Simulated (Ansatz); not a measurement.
## Electronic structure of BrCl$_{2}$In in real space

The calculation's input:

```
crystal:
  periodic: [false, false, false]
  atoms:
    - {symbol: Cl, position_ang: [-1.793200, -1.082300, 0.954900]}
    - {symbol: In, position_ang: [0.016800, -0.031500, 0.010300]}
    - {symbol: Cl, position_ang: [2.125600, -0.670100, 0.656500]}
    - {symbol: Br, position_ang: [-0.293600, 1.723400, -1.642000]}
basis:
  gaussian: {orbitals: def2-SVP}
hamiltonian: {xc: hf}
accuracy: high
output: {forces: true, orbitals: {seedname: orbitals}}
```

Launched as:

```sh
ansatz run input.yaml --threads 1 --pin off --max-ram 2610MiB --events-out events.jsonl --progress --plain --runs-dir runs
```

Geometry: PBE0-D4/def2-TZVP; core potentials replace the inner electrons of In.

The calculation used isolated molecule in a Gaussian basis; Hartree-Fock in Ansatz.

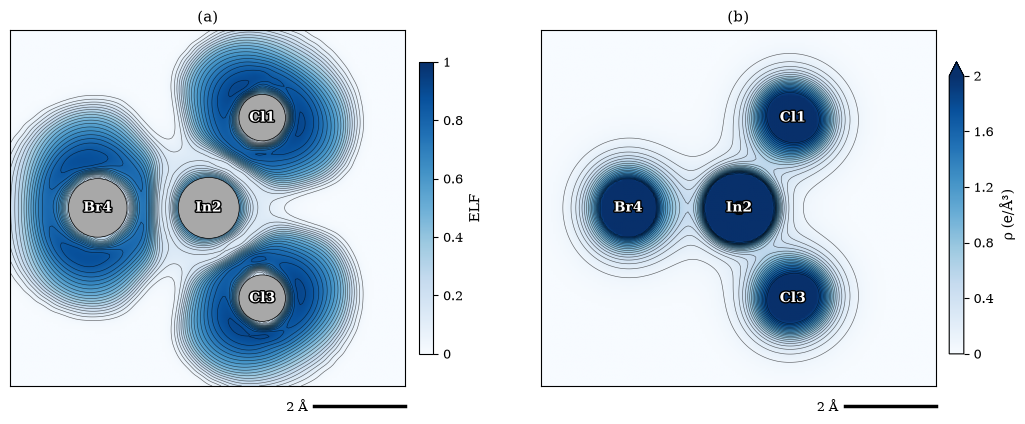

Figure 1. (a) ELF; (b) electron density on the molecular plane. Grey discs cover the atomic cores in the ELF map.

**What does the map show?**

The section cuts through Cl, In and Br sites. In–Cl (2.30 Å): ρ is about 0.56 e/Å³ halfway; the ELF peaks at about 0.80 in the valence shell of Cl, 0.8 Å from its nucleus, and drops to about 0.15 between the two atoms. In–Br (2.43 Å): the density is about 0.53 e/Å³ at the midpoint; the ELF peaks at about 0.75 in the valence shell of Br, 1.0 Å from its nucleus, and drops to about 0.15 between the two atoms. The ELF also peaks beside Cl3, Br4 and Cl1, away from the bonds: lone-pair regions.

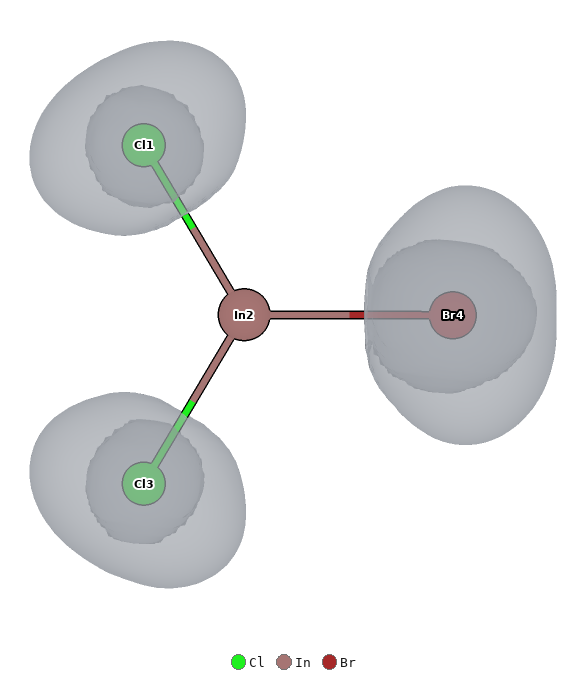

Figure 2. Isosurface of the ELF at 0.75 (grey), seen across its widest extent. Only the valence region is drawn (cores and ρ < 0.01 e/Å³ removed).

**Identify the bonds, lone pairs and shells in this picture.**

The ELF exceeds this value in one region wrapped around Br (its valence shell) and two regions wrapped around Cl (the valence shell of each).

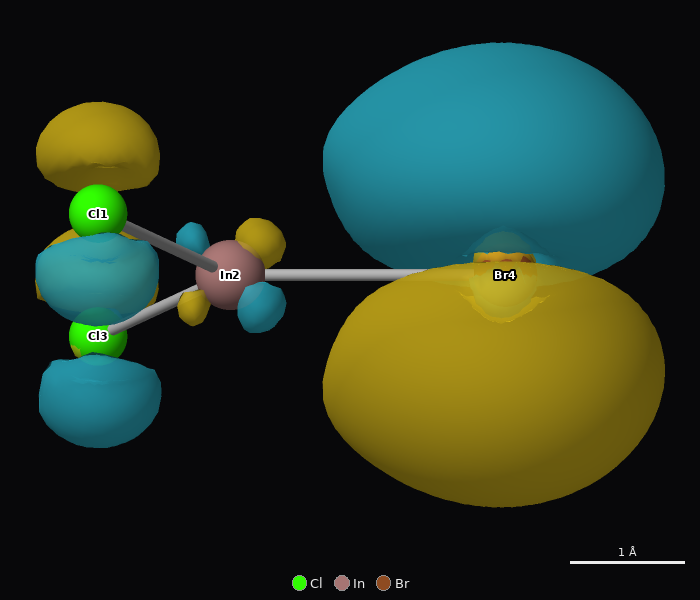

Figure 3. The HOMO−1 at ±0.08 Å⁻³ᐟ² (yellow and cyan are the two phases), seen from one side.

**What is the character of this orbital?**

By Hirshfeld shares it lies mainly on Br4 (about 90 %) and In2 (about 5 %); it changes sign across the molecular plane (π type). Its energy is −12.00 eV.
